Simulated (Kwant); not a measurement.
Device: GaN/Al0.2Ga0.8N stack with 2 barriers. One parabolic valley. Leads of mass 0.2 mₑ with the band edge at 0; grid 0.1 nm; bias swept from 0.014 to 0.4369 V, dropping linearly over the stack. Emitter Fermi level 0.047 eV, 300 K, equal in the collector.

| layer | thickness (nm) | band offset (eV) | mass (mₑ) |
|---|---|---|---|
| 1 | 1.5 | 0.35 | 0.22 |
| 2 | 1.7 | 0 | 0.2 |
| 3 | 2 | 0.35 | 0.22 |

The device is made up for the run: typed textbook-type constants, with dimensions and the other settings drawn at random.

Model: one-band effective-mass tight-binding model in one dimension, coherent, no space charge, current by the Tsu-Esaki formula (Kwant).

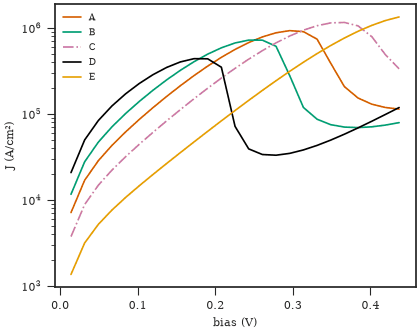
Figure. J (A/cm²) of 5 runs

| bias (V) | A | B | C | D | E |
|---|---|---|---|---|---|
| 0.01400 | 7140 | 11700 | 3750 | 20800 | 1360 |
| 0.03162 | 17000 | 27900 | 8860 | 50000 | 3170 |
| 0.04924 | 28700 | 47100 | 14900 | 84000 | 5210 |
| 0.08448 | 62100 | 101000 | 31900 | 172000 | 10700 |
| 0.1021 | 86600 | 140000 | 44600 | 227000 | 14700 |
| 0.1373 | 160000 | 250000 | 83400 | 348000 | 26600 |
| 0.1550 | 213000 | 322000 | 113000 | 404000 | 35600 |
| 0.1726 | 280000 | 406000 | 151000 | 440000 | 47400 |
| 0.2078 | 456000 | 589000 | 262000 | 350000 | 83300 |
| 0.2255 | 564000 | 670000 | 340000 | 71800 | 110000 |
| 0.2607 | 789000 | 723000 | 546000 | 33800 | 188000 |
| 0.2783 | 881000 | 613000 | 673000 | 33200 | 244000 |
| 0.2959 | 933000 | 279000 | 808000 | 34900 | 314000 |
| 0.3312 | 743000 | 87100 | 1060000 | 43200 | 504000 |
| 0.3488 | 389000 | 75200 | 1150000 | 49800 | 626000 |
| 0.3840 | 153000 | 69500 | 1060000 | 69000 | 917000 |
| 0.4017 | 130000 | 71000 | 795000 | 82400 | 1070000 |
| 0.4369 | 114000 | 79500 | 336000 | 119000 | 1350000 |

Problem. Column A is the base. The others each differ by one change: width of the first well 1.7 → 1 nm; width of the first well 1.7 → 1.4 nm; width of the first well 1.7 → 2 nm; width of the first well 1.7 → 2.6 nm. Which is which?

Solution. B: width of the first well 1.7 → 2 nm; C: width of the first well 1.7 → 1.4 nm; D: width of the first well 1.7 → 2.6 nm; E: width of the first well 1.7 → 1 nm.
